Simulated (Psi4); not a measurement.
## Excited-state calculation, with input and output: ZnNH2

The run: excited-state calculation of ZnNH2, multiplicity 2. Method and program: TDA (BLYP)/aug-cc-pVDZ, UKS (Psi4 1.11).

The geometry was optimised with BLYP/aug-cc-pVDZ.

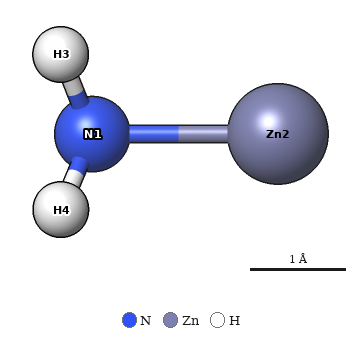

Fig. 1: The structure (ball-and-stick view, seen at a tilt; atoms are numbered from 1 in the order of the input). Sticks mark near contacts. Bond lengths as drawn: H–N 1.03 Å and N–Zn 1.95 Å.

Summary:

```csv
quantity,value
outcome,converged
total energy,−1835.437685 hartree
basis functions,100
⟨S²⟩,0.753
dipole moment,1.04 D
lowest excitation,2.39 eV
hardware,"1 thread of Intel Xeon @ 2.50GHz (Skylake/Cascade Lake), 16 GiB of memory available, shared host"
wall time,45 s
peak memory,0.98 GiB
```

Input file (calc.py):
```python
import psi4

psi4.set_memory('1600 MB')
psi4.set_num_threads(1)
psi4.set_output_file('output.dat', False)

mol = psi4.geometry("""
0 2
N     -0.57249253     0.37965543     0.07500701
Zn     2.85174979    -0.31827712     1.26320066
H     -1.61671361    -1.26775112     0.21763409
H     -0.48965072     0.73210447    -1.84692761
units au
""")

options = {'basis': 'aug-cc-pVDZ', 'reference': 'uks', 'save_jk': True}
psi4.set_options(options)

from psi4.driver.procrouting.response.scf_response import tdscf_excitations
result, w = psi4.energy("blyp", molecule=mol, return_wfn=True)
states = tdscf_excitations(w, states=6, tda=True)
for k, s in enumerate(states, 1):
    print(f"root {k}: {s['EXCITATION ENERGY'] * 27.211386:.4f} eV  f = {s['OSCILLATOR STRENGTH (LEN)']:.4f}  {s['SYMMETRY']}")
print(f'total energy {result:.8f} hartree = {result * 27.211386:.5f} eV')
```

Launched with:
```bash
python calc.py
```

Output:
```
Psi4 1.11 release

   => Loading Basis Set <=

    Name: AUG-CC-PVDZ
    Role: ORBITAL
    Keyword: BASIS

         ---------------------------------------------------------
                                   SCF
                              UKS Reference
                        1 Threads,   1525 MiB Core
         ---------------------------------------------------------

  ==> Geometry <==

    Molecular point group: c1
    Full point group: C1

    Geometry (in Bohr), charge = 0, multiplicity = 2:

       Center              X                  Y                   Z               Mass
    ------------   -----------------  -----------------  -----------------  -----------------
         N           -2.726026123613     0.574415828076    -0.927691676401    14.003074004430
         ZN           0.698216196387    -0.123516721924     0.260501973599    63.929142010000
         H           -3.770247203613    -1.072990721924    -0.785064596401     1.007825032230
         H           -2.643184313613     0.926864868076    -2.849626296401     1.007825032230

  Running in c1 symmetry.

  Rotational constants: A =      9.11719  B =      0.32610  C =      0.32088 [cm^-1]
  Rotational constants: A = 273326.33846  B =   9776.18534  C =   9619.65924 [MHz]
  Nuclear repulsion =   77.181921036001981

  Charge       = 0
  Multiplicity = 2
  Electrons    = 39
  Nalpha       = 20
  Nbeta        = 19

  ==> Algorithm <==

  SCF Algorithm Type is DF.
  DIIS enabled.
  MOM disabled.
  Fractional occupation disabled.
  Guess Type is SAD.
  Energy threshold   = 1.00e-06
  Density threshold  = 1.00e-06
  Integral threshold = 1.00e-12

  ==> Primary Basis <==

  Basis Set: AUG-CC-PVDZ
    Blend: AUG-CC-PVDZ
    Number of shells: 38
    Number of basis functions: 100
    Number of Cartesian functions: 112
    Spherical Harmonics?: true
    Max angular momentum: 3

  ==> DFT Potential <==

   => LibXC <=

    Version 7.1.2

   => Composite Functional: BLYP <=

    BLYP GGA Exchange-Correlation Functional

    Deriv               =              1
    GGA                 =           TRUE
    Meta                =          FALSE

    Exchange Hybrid     =          FALSE
    MP2 Hybrid          =          FALSE

   => Exchange Functionals <=

    1.0000     XC_GGA_X_B88

   => Correlation Functionals <=

    1.0000     XC_GGA_C_LYP

   => LibXC Density Thresholds  <==

    XC_GGA_C_LYP:  1.00E-14
    XC_GGA_X_B88:  1.00E-15

   => Molecular Quadrature <=

    Radial Scheme          =       TREUTLER
    Pruning Scheme         =           NONE
    Nuclear Scheme         =       TREUTLER

    Blocking Scheme        =         OCTREE
    BS radius alpha        =              1
    Pruning alpha          =              1
    Radial Points          =             75
    Spherical Points       =            302
    Total Points           =          88562
    Total Blocks           =            707
    Max Points             =            256
    Max Functions          =            100
    Weights Tolerance      =       1.00E-15

   => Loading Basis Set <=

    Name: (AUG-CC-PVDZ AUX)
    Role: JKFIT
    Keyword: DF_BASIS_SCF

  ==> Integral Setup <==

  DFHelper Memory: AOs need 0.035 GiB; user supplied 0.871 GiB.
  SCF_SUBTYPE=INCORE selected. In-core MEM_DF algorithm will be used.
  Using in-core AOs.

  ==> MemDFJK: Density-Fitted J/K Matrices <==

    J tasked:                   Yes
    K tasked:                    No
    wK tasked:                   No
    Memory [MiB]:               891
    Algorithm:                 Core
    Schwarz Cutoff:           1E-12
    Mask sparsity (%):       0.0000
    Fitting Condition:        1E-10

   => Auxiliary Basis Set <=

  Basis Set: (AUG-CC-PVDZ AUX)
    Blend: AUG-CC-PVDZ-JKFIT + DEF2-UNIVERSAL-JKFIT
    Number of shells: 110
    Number of basis functions: 414
    Number of Cartesian functions: 548
    Spherical Harmonics?: true
    Max angular momentum: 6

  Cached 100.0% of DFT collocation blocks in 0.247 [GiB].

  Minimum eigenvalue in the overlap matrix is 8.2008060971E-04.
  Reciprocal condition number of the overlap matrix is 1.0689369466E-04.
    Using symmetric orthogonalization.

  ==> Pre-Iterations <==

  SCF Guess: Superposition of Atomic Densities via on-the-fly atomic UHF (no occupation information).

   -------------------------
    Irrep   Nso     Nmo
   -------------------------
     A        100     100
   -------------------------
    Total     100     100
   -------------------------

  ==> Iterations <==

                           Total Energy        Delta E     RMS |[F,P]|

   @DF-UKS iter SAD: -1832.44454664138084   -1.83244e+03   0.00000e+00
   @DF-UKS iter   1: -1832.59564786504461   -1.51101e-01   4.09709e-02 ADIIS/DIIS
   @DF-UKS iter   2: -1779.04981086368389    5.35458e+01   9.48614e-02 ADIIS/DIIS
   @DF-UKS iter   3: -1832.71373771793924   -5.36639e+01   4.10549e-02 ADIIS/DIIS
   @DF-UKS iter   4: -1835.12902624621233   -2.41529e+00   6.87141e-03 ADIIS/DIIS
   @DF-UKS iter   5: -1834.55376714090744    5.75259e-01   1.19558e-02 ADIIS/DIIS
   @DF-UKS iter   6: -1835.43418925246147   -8.80422e-01   7.73722e-04 ADIIS/DIIS
   @DF-UKS iter   7: -1835.43634052999255   -2.15128e-03   4.38809e-04 ADIIS/DIIS
   @DF-UKS iter   8: -1835.43761846838333   -1.27794e-03   1.12206e-04 ADIIS/DIIS
   @DF-UKS iter   9: -1835.43768286522163   -6.43968e-05   2.08704e-05 DIIS
   @DF-UKS iter  10: -1835.43768434695812   -1.48174e-06   1.00873e-05 DIIS
   @DF-UKS iter  11: -1835.43768481240090   -4.65443e-07   2.87447e-06 DIIS
   @DF-UKS iter  12: -1835.43768485294254   -4.05416e-08   4.83318e-07 DIIS
  Energy and wave function converged.

  ==> Post-Iterations <==

   Electrons on quadrature grid:
      Nalpha   =   19.9999987669 ; deviation = -1.233e-06
      Nbeta    =   18.9999984754 ; deviation = -1.525e-06
      Ntotal   =   38.9999972423 ; deviation = -2.758e-06

   @Spin Contamination Metric:   3.086411662E-03
   @S^2 Expected:                7.500000000E-01
   @S^2 Observed:                7.530864117E-01
   @S   Expected:                5.000000000E-01
   @S   Observed:                5.000000000E-01

    Orbital Energies [Eh]
    ---------------------

    Alpha Occupied:

       1A   -345.802673     2A    -41.658430     3A    -36.736043
       4A    -36.735575     5A    -36.734275     6A    -14.013673
       7A     -4.603804     8A     -3.041606     9A     -3.040358
      10A     -3.036312    11A     -0.741814    12A     -0.420804
      13A     -0.417168    14A     -0.407261    15A     -0.407174
      16A     -0.405181    17A     -0.384602    18A     -0.310544
      19A     -0.228930    20A     -0.170810

    Alpha Virtual:

      21A     -0.046436    22A     -0.038649    23A     -0.021613
      24A      0.004199    25A      0.021587    26A      0.027208
      27A      0.035726    28A      0.036320    29A      0.053195
      30A      0.105768    31A      0.116800    32A      0.121875
      33A      0.135228    34A      0.144932    35A      0.150624
      36A      0.168106    37A      0.176309    38A      0.197812
      39A      0.206081    40A      0.215380    41A      0.218341
      42A      0.224237    43A      0.246402    44A      0.343190
      45A      0.379096    46A      0.391653    47A      0.408806
      48A      0.412950    49A      0.489343    50A      0.495710
      51A      0.517486    52A      0.590731    53A      0.661644
      54A      0.666184    55A      0.719702    56A      0.737416
      57A      0.755426    58A      0.848889    59A      0.916721
      60A      0.928974    61A      0.951546    62A      0.958650
      63A      1.062578    64A      1.135509    65A      1.170599
      66A      1.175702    67A      1.489478    68A      1.520470
      69A      1.583354    70A      1.597270    71A      1.598358
      72A      1.628561    73A      1.629310    74A      1.718947
      75A      1.785372    76A      1.806158    77A      1.897345
      78A      1.957739    79A      1.966485    80A      2.045180
      81A      2.083084    82A      2.090955    83A      2.346268
      84A      2.397968    85A      2.500389    86A      2.642043
      87A      2.876956    88A      3.084525    89A      3.630204
      90A      3.636575    91A      3.724565    92A      3.751218
      93A      3.842275    94A      6.433468    95A      6.433759
      96A      6.471715    97A      6.481442    98A      6.595930
      99A      6.636254   100A      6.827584

    Beta Occupied:

       1A   -345.801971     2A    -41.657886     3A    -36.735790
       4A    -36.735316     5A    -36.732884     6A    -14.007583
       7A     -4.602470     8A     -3.040068     9A     -3.038871
      10A     -3.034870    11A     -0.728327    12A     -0.417457
      13A     -0.411018    14A     -0.404463    15A     -0.404382
      16A     -0.401935    17A     -0.380723    18A     -0.298950
      19A     -0.215757

    Beta Virtual:

      20A     -0.138836    21A     -0.036415    22A     -0.028883
      23A     -0.017616    24A      0.008986    25A      0.023934
      26A      0.030531    27A      0.037522    28A      0.037971
      29A      0.059893    30A      0.108095    31A      0.123690
      32A      0.125652    33A      0.139260    34A      0.146273
      35A      0.153805    36A      0.173679    37A      0.183537
      38A      0.203942    39A      0.214924    40A      0.226671
      41A      0.231118    42A      0.234378    43A      0.250670
      44A      0.348739    45A      0.383945    46A      0.397174
      47A      0.413561    48A      0.416762    49A      0.492636
      50A      0.496652    51A      0.519836    52A      0.598410
      53A      0.668753    54A      0.670281    55A      0.728235
      56A      0.747514    57A      0.765588    58A      0.863186
      59A      0.935955    60A      0.945927    61A      0.958737
      62A      0.962333    63A      1.077132    64A      1.152485
      65A      1.179119    66A      1.183630    67A      1.495489
      68A      1.529155    69A      1.594915    70A      1.608690
      71A      1.610368    72A      1.635754    73A      1.645782
      74A      1.728390    75A      1.795263    76A      1.810607
      77A      1.903146    78A      1.965955    79A      1.969846
      80A      2.051987    81A      2.097025    82A      2.098354
      83A      2.359646    84A      2.415914    85A      2.507695
      86A      2.650734    87A      2.889832    88A      3.088787
      89A      3.634636    90A      3.641006    91A      3.731282
      92A      3.758235    93A      3.852812    94A      6.436652
      95A      6.436944    96A      6.474928    97A      6.484637
      98A      6.600549    99A      6.640830   100A      6.833042

    Final Occupation by Irrep:
              A
    DOCC [    19 ]
    SOCC [     1 ]
    NA   [    20 ]
    NB   [    19 ]

  @DF-UKS Final Energy: -1835.43768485294254

   => Energetics <=

    Nuclear Repulsion Energy =             77.1819210360019810
    One-Electron Energy =               -2711.3008895305756596
    Two-Electron Energy =                 877.4716460953749220
    DFT Exchange-Correlation Energy =     -78.7903624537437821
    Empirical Dispersion Energy =           0.0000000000000000
    VV10 Nonlocal Energy =                  0.0000000000000000
    Total Energy =                      -1835.4376848529425388

  UHF NO Occupations:
  HONO-2 :   18  A 1.9999003
  HONO-1 :   19  A 1.9988423
  HONO-0 :   20  A 1.0000000
  LUNO+0 :   21  A 0.0011577
  LUNO+1 :   22  A 0.0000997
  LUNO+2 :   23  A 0.0000988
  LUNO+3 :   24  A 0.0000638

Computation Completed

Properties will be evaluated at   0.000000,   0.000000,   0.000000 [a0]

Properties computed using the SCF density matrix

 Multipole Moments:

 ------------------------------------------------------------------------------------
     Multipole            Electronic (a.u.)      Nuclear  (a.u.)        Total (a.u.)
 ------------------------------------------------------------------------------------

 L = 1.  Multiply by 2.5417464519 to convert [e a0] to [Debye]
 Dipole X            :          4.7236339           -4.5491285            0.1745054
 Dipole Y            :         -0.4791386            0.1692833           -0.3098553
 Dipole Z            :          2.1083574           -2.3134734           -0.2051160
 Magnitude           :                                                    0.4105302

 ------------------------------------------------------------------------------------

	total time  =         18 seconds =       0.30 minutes

******************************************************************************************
**********                               WARNING                                **********
**********       The names of excited state variables changed between 1.5       **********
**********     and 1.6. For a quick solution, remove the symmetry specifier     **********
**********   from the variable name. For full details, see 'Notes on Psivars'   **********
**********                        in the documentation.                         **********
******************************************************************************************

         ---------------------------------------------------------
                         TDSCF excitation energies
         ---------------------------------------------------------

  ==> Options <==

     Residual threshold  : 1.0000e-04
     Initial guess       : denominators
     Reference           : UHF
     Solver type         : TDA (Davidson)

  ==> Requested Excitations <==

      6 singlet states with A symmetry

  ==> Seeking the lowest 6 singlet states with A symmetry

                         Generalized Davidson Solver

  ==> Options <==

    Max number of iterations        = 60
    Eigenvector tolerance           = 1.0000e-04
    Max number of expansion vectors = 1200

  => Iterations <=
                           Max[D[value]]     Max[|R|]   # vectors
  DavidsonSolver iter   1:   1.76570e-01  7.65071e-02     24
  DavidsonSolver iter   2:   5.81869e-03  3.67824e-02     30
  DavidsonSolver iter   3:   8.67124e-04  1.28172e-02     36
  DavidsonSolver iter   4:   1.41778e-04  1.49199e-03     42
  DavidsonSolver iter   5:   1.25612e-06  1.66587e-04     46
  DavidsonSolver iter   6:   1.22949e-08  9.06965e-05     47      Converged

******************************************************************************************
**********                               WARNING                                **********
**********  Length-gauge rotatory strengths are **NOT** gauge-origin invariant  **********
******************************************************************************************

                                    Excitation Energy         Total Energy        Oscillator Strength             Rotatory Strength
     #   Sym: GS->ES (Trans)        au              eV              au          au (length)    au (velocity)    au (length)    au (velocity)
    ---- -------------------- --------------- --------------- --------------- --------------- --------------- --------------- ---------------
     1        A->A (1 A)       0.08775         2.38777        -1835.34994      0.0371          0.0273          0.0001         -0.0001
     2        A->A (1 A)       0.12834         3.49239        -1835.30934      0.0798          0.0029          0.0001          0.0000
     3        A->A (1 A)       0.13636         3.71057        -1835.30132      0.0789          0.0049          0.0000         -0.0000
     4        A->A (1 A)       0.15103         4.10983        -1835.28665      0.0680          0.0299          0.0000          0.0000
     5        A->A (1 A)       0.16907         4.60074        -1835.26861      0.0717          0.0021         -0.0001          0.0001
     6        A->A (1 A)       0.17560         4.77824        -1835.26209      0.0890          0.0840         -0.0000         -0.0000

Contributing excitations
Only contributions with abs(coeff) > 1.00e-01 will be printed:

Excited State    1 (1 A):   0.08775 au   519.25 nm f = 0.0371
Alpha orbitals:
  Sums of squares: Xssq =  4.776187e-02
     19a (a) ->  22a (a)   -0.120035 ( 1.441%)
     20a (a) ->  23a (a)   -0.103204 ( 1.065%)
Beta orbitals:
  Sums of squares: Xssq =  9.522381e-01
     18a (b) ->  20a (b)    0.135081 ( 1.825%)
     19a (b) ->  20a (b)    0.962151 (92.573%)

Excited State    2 (1 A):   0.12834 au   355.01 nm f = 0.0798
Alpha orbitals:
  Sums of squares: Xssq =  9.610448e-01
     20a (a) ->  21a (a)    0.977758 (95.601%)
Beta orbitals:
  Sums of squares: Xssq =  3.895518e-02
     19a (b) ->  21a (b)    0.166061 ( 2.758%)

Excited State    3 (1 A):   0.13636 au   334.14 nm f = 0.0789
Alpha orbitals:
  Sums of squares: Xssq =  9.285427e-01
     20a (a) ->  22a (a)   -0.961155 (92.382%)
Beta orbitals:
  Sums of squares: Xssq =  7.145735e-02
     18a (b) ->  20a (b)   -0.217124 ( 4.714%)

Excited State    4 (1 A):   0.15103 au   301.68 nm f = 0.0680
Alpha orbitals:
  Sums of squares: Xssq =  9.279707e-01
     20a (a) ->  23a (a)    0.957489 (91.678%)
Beta orbitals:
  Sums of squares: Xssq =  7.202935e-02
     18a (b) ->  20a (b)    0.250654 ( 6.283%)

Excited State    5 (1 A):   0.16907 au   269.49 nm f = 0.0717
Alpha orbitals:
  Sums of squares: Xssq =  2.291270e-01
     19a (a) ->  22a (a)    0.192172 ( 3.693%)
     20a (a) ->  22a (a)   -0.183043 ( 3.350%)
     20a (a) ->  23a (a)   -0.234185 ( 5.484%)
     20a (a) ->  24a (a)    0.214255 ( 4.591%)
     20a (a) ->  26a (a)    0.112844 ( 1.273%)
     20a (a) ->  29a (a)    0.161482 ( 2.608%)
Beta orbitals:
  Sums of squares: Xssq =  7.708730e-01
     18a (b) ->  20a (b)    0.855704 (73.223%)
     19a (b) ->  22a (b)    0.131707 ( 1.735%)

Excited State    6 (1 A):   0.17560 au   259.48 nm f = 0.0890
Alpha orbitals:
  Sums of squares: Xssq =  9.564941e-01
     20a (a) ->  24a (a)   -0.970028 (94.095%)
Beta orbitals:
  Sums of squares: Xssq =  4.350586e-02
     18a (b) ->  20a (b)    0.185224 ( 3.431%)

******************************************************************************************
**********                               WARNING                                **********
**********       The names of excited state variables changed between 1.5       **********
**********     and 1.6. For a quick solution, remove the symmetry specifier     **********
**********   from the variable name. For full details, see 'Notes on Psivars'   **********
**********                        in the documentation.                         **********
******************************************************************************************
```

Standard output:
```
root 1: 2.3878 eV  f = 0.0371  A
root 2: 3.4924 eV  f = 0.0798  A
root 3: 3.7106 eV  f = 0.0789  A
root 4: 4.1098 eV  f = 0.0680  A
root 5: 4.6007 eV  f = 0.0717  A
root 6: 4.7782 eV  f = 0.0890  A
total energy -1835.43768485 hartree = -49944.80332 eV
```

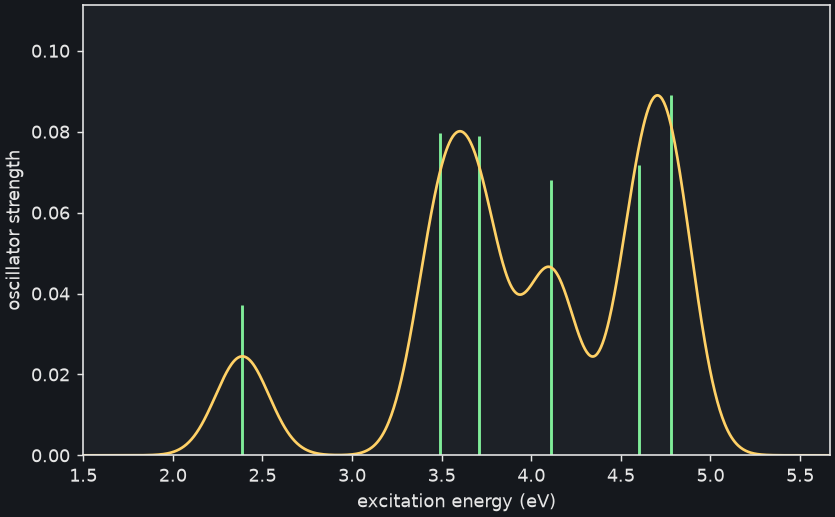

Fig. 2: Computed excitations as sticks (degenerate states added up, dark ones marked on the axis), with a Gaussian envelope of 0.35 eV full width at half maximum, scaled to the tallest. Of the 6 states the lowest lies at 2.39 eV (f = 0.037); the strongest line is at 4.78 eV, or 259 nm (f = 0.089).
